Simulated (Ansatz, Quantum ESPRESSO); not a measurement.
# MgS (F-43m): phonons by linear response

How does MgS (F-43m) vibrate, and is this structure a minimum?

Main program and level: Quantum ESPRESSO 7.5; DFT LDA, scalar-relativistic, plane waves, GBRV ultrasoft pseudopotentials.

## Step 1: Starting point

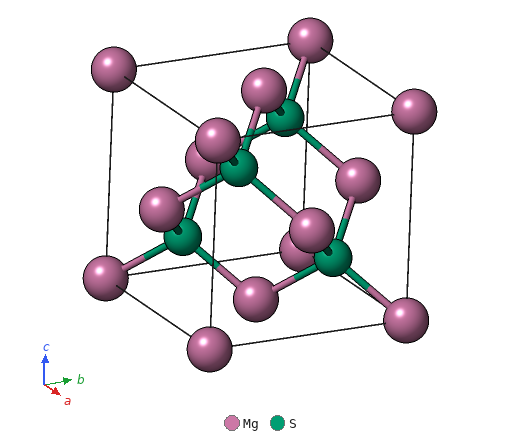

Start, viewed slightly off an axis; magnesium pink, sulfur teal. This picture shows the conventional cell, with its axes. Bonds to atoms that aren't drawn are left out. Some periodic images of atoms are drawn too.

## Step 2: A probe with smearing

A cheap run with smearing and empty bands tells whether the crystal has a gap, which decides between fixed occupations and smearing later on.

probe.in

```
&control
   calculation = 'scf'
   prefix = 'x'
   outdir = './tmp'
   pseudo_dir = './pseudo'
   tprnfor = .true.
   tstress = .true.
   verbosity = 'high'
/
&system
   ibrav = 0
   nat = 2
   ntyp = 2
   ecutwfc = 45.0
   ecutrho = 270.0
   occupations = 'smearing'
   smearing = 'gaussian'
   degauss = 0.01
/
&electrons
   conv_thr = 1.0d-07
   mixing_beta = 0.7
   electron_maxstep = 100
/
ATOMIC_SPECIES
 Mg     24.3050  Mg.upf
 S      32.0600  S.upf
CELL_PARAMETERS angstrom
    -2.833120050    0.000000000    2.833120050
     0.000000000    2.833120050    2.833120050
    -2.833120050    2.833120050    0.000000000
ATOMIC_POSITIONS crystal
 Mg     0.000000000   0.000000000   0.000000000
 S      0.750000000   0.750000000   0.750000000
K_POINTS automatic
 6 6 6 0 0 0
```

Run with:

```
$ OMP_NUM_THREADS=1 mpirun -n 4 pw.x -nk 4 -in probe.in > probe.out
```

The log of the run:

```text
[banners, grids, parts of the stress and lines that vanish by symmetry left out]
Program PWSCF v.7.5
     Message from routine setup:
     using ibrav=0 with symmetry is DISCOURAGED, use correct ibrav instead
[...]
kinetic-energy cutoff     =      45.0000  Ry
     charge density cutoff     =     270.0000  Ry
     scf convergence threshold =      1.0E-07
[...]
Exchange-correlation=  SLA  PZ   NOGX NOGC
                           (   1   1   0   0   0   0   0)
[...]
24 Sym. Ops. (no inversion) found
[...]
(     0          1          0      )
                  (     0          0          1      )
[...]
(  0.0000000  1.0000000  0.0000000 )
                  ( -0.0000000 -0.0000000  1.0000000 )
[...]
(     1          0         -1      )
                  (     0          0         -1      )
[...]
(  0.0000000  1.0000000  0.0000000 )
[...]
(    -1          0          1      )
                  (    -1          0          0      )
[...]
( -0.0000000 -0.0000000  1.0000000 )
                  (  0.0000000 -1.0000000 -0.0000000 )
[...]
number of k points=    16  Gaussian smearing, width (Ry)=  0.0100
[...]
End of self-consistent calculation
[...]
the Fermi energy is     5.1633 ev
!    total energy              =    -149.36222812 Ry
[...]
convergence has been achieved in   6 iterations
[...]
atom    1 type  1   force =    -0.00000000   -0.00000000    0.00000000
     atom    2 type  2   force =    -0.00000000   -0.00000000    0.00000000
[...]
Total force =     0.000000     Total SCF correction =     0.000000
[...]
total   stress  (Ry/bohr**3)                   (kbar)     P=      -22.16
[...]
XML data file, charge density, pseudopotentials, collected wavefunctions

   JOB DONE.
```

The job ended after 2.6 s (4 MPI ranks of Arm Neoverse V2, shared host).

Read from the output:

```yaml
volume_per_atom: 22.74 Å³
pressure: -2.216 GPa
gap_on_the_k_mesh: 3.170 eV
```

A gap of 3.2 eV opens on this mesh, so the crystal is taken as an insulator; the start stands at -2.2 GPa.

## Step 3: Relaxation

The harmonic expansion starts where the forces on the atoms vanish, and stress shifts the frequencies, so cell and atoms are relaxed with tight thresholds.

relax.in

```
&control
   calculation = 'vc-relax'
   prefix = 'x'
   outdir = './tmp'
   pseudo_dir = './pseudo'
   tprnfor = .true.
   tstress = .true.
   forc_conv_thr = 2.0d-05
   etot_conv_thr = 1.0d-07
   nstep = 40
/
&system
   ibrav = 0
   nat = 2
   ntyp = 2
   ecutwfc = 45.0
   ecutrho = 270.0
   occupations = 'fixed'
   nbnd = 10
/
&electrons
   conv_thr = 1.0d-11
   mixing_beta = 0.7
   electron_maxstep = 100
/
&ions
/
&cell
   press_conv_thr = 0.1
/
ATOMIC_SPECIES
 Mg     24.3050  Mg.upf
 S      32.0600  S.upf
CELL_PARAMETERS angstrom
    -2.833120050    0.000000000    2.833120050
     0.000000000    2.833120050    2.833120050
    -2.833120050    2.833120050    0.000000000
ATOMIC_POSITIONS crystal
 Mg     0.000000000   0.000000000   0.000000000
 S      0.750000000   0.750000000   0.750000000
K_POINTS automatic
 6 6 6 0 0 0
```

Run with:

```
$ OMP_NUM_THREADS=1 mpirun -n 4 pw.x -nk 4 -in relax.in > relax.out
```

The log of the run:

```text
[banners, grids, parts of the stress and lines that vanish by symmetry left out]
[banner, memory and clock lines left out]
Program PWSCF v.7.5

[...]
kinetic-energy cutoff     =      45.0000  Ry
     charge density cutoff     =     270.0000  Ry
     scf convergence threshold =      1.0E-11
[...]
energy convergence thresh.=      1.0E-07
     force convergence thresh. =      2.0E-05
     press convergence thresh. =      1.0E-01
     Exchange-correlation=  SLA  PZ   NOGX NOGC
                           (   1   1   0   0   0   0   0)
[...]
24 Sym. Ops. (no inversion) found
[...]
number of k points=    16
[...]
End of self-consistent calculation
[...]
highest occupied, lowest unoccupied level (ev):     2.7787    5.9498
!    total energy              =    -149.36222816 Ry
[...]
convergence has been achieved in  11 iterations
[...]
atom    1 type  1   force =     0.00000000    0.00000000   -0.00000000
     atom    2 type  2   force =     0.00000000    0.00000000    0.00000000
     Total force =     0.000000     Total SCF correction =     0.000000
[...]
total   stress  (Ry/bohr**3)                   (kbar)     P=      -22.40
[...]
number of bfgs steps    =   0
[...]
CELL_PARAMETERS (angstrom)
[...]
ATOMIC_POSITIONS (crystal)
Mg              -0.0000000000        0.0000000000        0.0000000000
S                0.7500000000        0.7500000000        0.7500000000
[...]
New effective cutoffs (rho, wfc):  272.02   45.34
[...]
End of self-consistent calculation
[...]
highest occupied, lowest unoccupied level (ev):     2.8726    6.1000
!    total energy              =    -149.36268612 Ry
[...]
convergence has been achieved in   6 iterations
[...]
atom    1 type  1   force =     0.00000000    0.00000000   -0.00000000
     atom    2 type  2   force =     0.00000000   -0.00000000    0.00000000
     Total force =     0.000000     Total SCF correction =     0.000000
[...]
total   stress  (Ry/bohr**3)                   (kbar)     P=      -16.27
[...]
number of bfgs steps    =   1
[...]
CELL_PARAMETERS (angstrom)
[...]
ATOMIC_POSITIONS (crystal)
Mg              -0.0000000000        0.0000000000        0.0000000000
S                0.7500000000        0.7500000000        0.7500000000
[...]
New effective cutoffs (rho, wfc):  275.17   45.86
[...]
End of self-consistent calculation
[...]
highest occupied, lowest unoccupied level (ev):     3.0163    6.3298
!    total energy              =    -149.36308081 Ry
[...]
convergence has been achieved in  10 iterations
[...]
atom    1 type  1   force =    -0.00000000    0.00000000    0.00000000
     atom    2 type  2   force =     0.00000000    0.00000000   -0.00000000
     Total force =     0.000000     Total SCF correction =     0.000000
[...]
total   stress  (Ry/bohr**3)                   (kbar)     P=       -6.45
[...]
number of bfgs steps    =   2
[...]
CELL_PARAMETERS (angstrom)
[...]
ATOMIC_POSITIONS (crystal)
[...]
New effective cutoffs (rho, wfc):  277.22   46.20
[...]
End of self-consistent calculation
[...]
highest occupied, lowest unoccupied level (ev):     3.1109    6.4808
!    total energy              =    -149.36315085 Ry
[...]
convergence has been achieved in   7 iterations
[...]
atom    1 type  1   force =    -0.00000000   -0.00000000    0.00000000
     atom    2 type  2   force =     0.00000000    0.00000000    0.00000000
     Total force =     0.000000     Total SCF correction =     0.000000
[...]
total   stress  (Ry/bohr**3)                   (kbar)     P=        0.30
[...]
number of bfgs steps    =   3
[...]
CELL_PARAMETERS (angstrom)
[...]
ATOMIC_POSITIONS (crystal)
[...]
New effective cutoffs (rho, wfc):  277.13   46.19
[...]
End of self-consistent calculation
[...]
highest occupied, lowest unoccupied level (ev):     3.1067    6.4741
!    total energy              =    -149.36315099 Ry
[...]
convergence has been achieved in   5 iterations
[...]
atom    1 type  1   force =    -0.00000000   -0.00000000   -0.00000000
     atom    2 type  2   force =    -0.00000000   -0.00000000    0.00000000
     Total force =     0.000000     Total SCF correction =     0.000000
[...]
total   stress  (Ry/bohr**3)                   (kbar)     P=       -0.00
[...]
number of bfgs steps    =   4
[...]
small trust_radius: resetting bfgs history
[...]
CELL_PARAMETERS (angstrom)
[...]
ATOMIC_POSITIONS (crystal)
[...]
New effective cutoffs (rho, wfc):  277.13   46.19
[...]
End of self-consistent calculation
[...]
highest occupied, lowest unoccupied level (ev):     3.1067    6.4741
!    total energy              =    -149.36315099 Ry
[...]
convergence has been achieved in   1 iterations
[...]
atom    1 type  1   force =    -0.00000000   -0.00000000    0.00000000
     atom    2 type  2   force =     0.00000000    0.00000000   -0.00000000
     Total force =     0.000000     Total SCF correction =     0.000000
[...]
total   stress  (Ry/bohr**3)                   (kbar)     P=       -0.00
[...]
bfgs converged in   6 scf cycles and   5 bfgs steps
[...]
End of BFGS Geometry Optimization
     Final enthalpy           =    -149.3631509942 Ry
     File ./tmp/x.bfgs deleted, as requested
[...]
CELL_PARAMETERS (angstrom)
[...]
ATOMIC_POSITIONS (crystal)
Mg               0.0000000000        0.0000000000        0.0000000000
S                0.7500000000        0.7500000000        0.7500000000
[...]
Final scf calculation at the relaxed structure.
[...]
kinetic-energy cutoff     =      45.0000  Ry
     charge density cutoff     =     270.0000  Ry
     scf convergence threshold =      1.0E-13
[...]
press convergence thresh. =      1.0E-01
     Exchange-correlation=  SLA  PZ   NOGX NOGC
                           (   1   1   0   0   0   0   0)
[...]
24 Sym. Ops. (no inversion) found
[...]
number of k points=    16
[...]
c_bands:  1 eigenvalues not converged
     c_bands:  1 eigenvalues not converged
     c_bands:  1 eigenvalues not converged
[...]
End of self-consistent calculation
[...]
highest occupied, lowest unoccupied level (ev):     3.1068    6.4742
!    total energy              =    -149.36310882 Ry
[...]
convergence has been achieved in  12 iterations
[...]
atom    1 type  1   force =     0.00000000    0.00000000    0.00000000
     atom    2 type  2   force =    -0.00000000   -0.00000000   -0.00000000
     Total force =     0.000000     Total SCF correction =     0.000000
[...]
total   stress  (Ry/bohr**3)                   (kbar)     P=        0.04
[...]
XML data file, charge density, pseudopotentials, collected wavefunctions
```

It took 13 s on 4 MPI ranks.

The steps of the relaxation:

```csv
step,energy less that of the first step (eV),largest force (eV/Å),pressure (GPa),volume (Å³)
1,0.0000,0.0000,-2.24,45.48
2,-0.0062,0.0000,-1.63,44.96
3,-0.0116,0.0000,-0.65,44.19
4,-0.0126,0.0000,0.03,43.70
5,-0.0126,0.0000,0.00,43.72
6,-0.0126,0.0000,0.00,43.72
7,-0.0120,0.0000,0.00,43.72
```

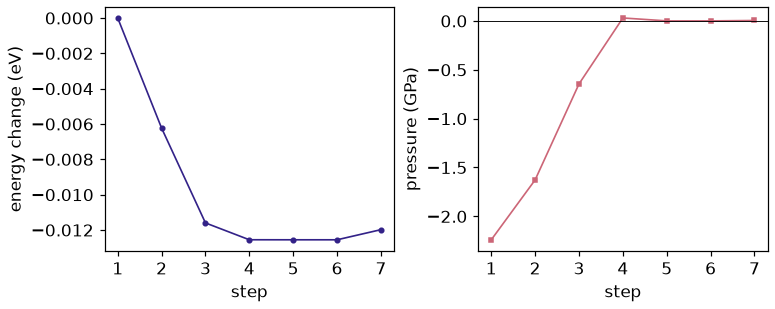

Energy and pressure along the relaxation.

```csv
"conventional cell, symmetrised",before,after,change
a (Å),5.666,5.592,-1.3 %
b (Å),5.666,5.592,-1.3 %
c (Å),5.666,5.592,-1.3 %
volume (Å³/atom),22.74,21.86,-3.9 %
```

The relaxed structure:

```
Mg S
1.0
    -2.79617    0.00000    2.79617
     0.00000    2.79617    2.79617
    -2.79617    2.79617    0.00000
Mg S
1 1
Direct
  0.00000 0.00000 0.00000
  0.75000 0.75000 0.75000
```

The last row of the table of steps is pw.x's closing run on a basis chosen anew for the final cell, so its energy can jump.

Numbers from this step:

| Quantity | Value |
| --- | --- |
| volume per atom | 21.86 Å³ |
| pressure | 0.004 GPa |
| gap on the k-mesh | 3.367 eV |

The volume changes by -3.9 % from the cell with which this run began.

## Step 4: Ground state

Perturbation theory inherits every error of the wavefunctions, so the threshold is set near the limit of the arithmetic. With a gap, occupations are fixed, which also allows the response to an electric field.

scf.in

```
&control
   calculation = 'scf'
   prefix = 'x'
   outdir = './tmp'
   pseudo_dir = './pseudo'
   tprnfor = .true.
   tstress = .true.
/
&system
   ibrav = 0
   nat = 2
   ntyp = 2
   ecutwfc = 45.0
   ecutrho = 270.0
   occupations = 'fixed'
   nbnd = 10
/
&electrons
   conv_thr = 1.0d-12
   mixing_beta = 0.7
   electron_maxstep = 100
/
ATOMIC_SPECIES
 Mg     24.3050  Mg.upf
 S      32.0600  S.upf
CELL_PARAMETERS angstrom
    -2.796174793    0.000000000    2.796174793
     0.000000000    2.796174793    2.796174793
    -2.796174793    2.796174793    0.000000000
ATOMIC_POSITIONS crystal
 Mg     0.000000000   0.000000000   0.000000000
 S      0.750000000   0.750000000   0.750000000
K_POINTS automatic
 8 8 8 0 0 0
```

Run with:

```
$ OMP_NUM_THREADS=1 mpirun -n 4 pw.x -nk 4 -in scf.in > scf.out
```

The log of the run:

```text
[banners, grids, parts of the stress and lines that vanish by symmetry left out]
[banner, memory and clock lines left out]
Program PWSCF v.7.5

[...]
kinetic-energy cutoff     =      45.0000  Ry
     charge density cutoff     =     270.0000  Ry
     scf convergence threshold =      1.0E-12
[...]
Exchange-correlation=  SLA  PZ   NOGX NOGC
                           (   1   1   0   0   0   0   0)
[...]
24 Sym. Ops. (no inversion) found
[...]
number of k points=    29
[...]
End of self-consistent calculation
[...]
highest occupied, lowest unoccupied level (ev):     3.1060    6.4738
!    total energy              =    -149.36316013 Ry
[...]
convergence has been achieved in  13 iterations
[...]
atom    1 type  1   force =     0.00000000   -0.00000000   -0.00000000
     atom    2 type  2   force =     0.00000000    0.00000000    0.00000000
     Total force =     0.000000     Total SCF correction =     0.000000
[...]
total   stress  (Ry/bohr**3)                   (kbar)     P=       -0.01
[...]
XML data file, charge density, pseudopotentials, collected wavefunctions
```

Elapsed: 4 s, on 4 MPI ranks.

Numbers from this step:

```yaml
pressure: -0.001 GPa
gap_on_the_k_mesh: 3.368 eV
```

The cell stands at -0.001 GPa, close enough for phonons.

[end of part 1 of 4]

[Host names and launcher messages were left out of these logs when they were recorded.]

[Logs are printed without paths, hosts, clocks, repeated set-up lines and the standing remarks that a program may print on its own settings, such as how far it seeks lower states.]

[Hosts, paths, dates, database ids (printed as entryN), source tags and the programs' standing remarks are cut or masked in the printed files.]
